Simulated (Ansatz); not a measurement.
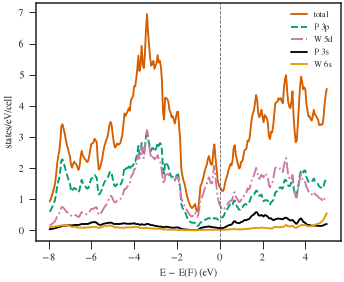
Figure. Total and projected density of states of P2W in space group C2/m (No. 12; P on 4i, P on 4i, W on 4i), DFT-LDA in the program Ansatz with PAW potentials

Problem. Which orbitals carry the states next to the Fermi level?

Solution. Within 0.5 eV of the Fermi level: W 5d 61 %, P 3p 26 %, P 3s 6 %, outside the projected shells 6 %. Projections are on Löwdin-orthogonalised atomic valence shells; empty p or d shells of many metals are not among them.

Problem. Where is the tallest occupied peak in this window, and what makes it?

Solution. Near -3.4 eV, about 6.9 states/eV per cell; the largest projected share is P 3p.

The workflow started from a Materials Project entry (that database holds measured and hypothetical structures alike); the Crystallography Open Database files this formula in space group No. 12, but the cells were not matched. Whether it is the stable phase at ambient conditions was not checked. The cell was relaxed with LDA under the symmetry of its start; whether a distortion lowers the energy is not shown. The run is not spin-polarised. Scalar-relativistic: spin–orbit coupling is off unless named, which matters more the heavier the elements.

Potentials: the earlier of the program's two PAW sets. The files were generated under PBE; for other functionals the program regenerates the frozen cores, and for LDA and PBEsol the local potential too.
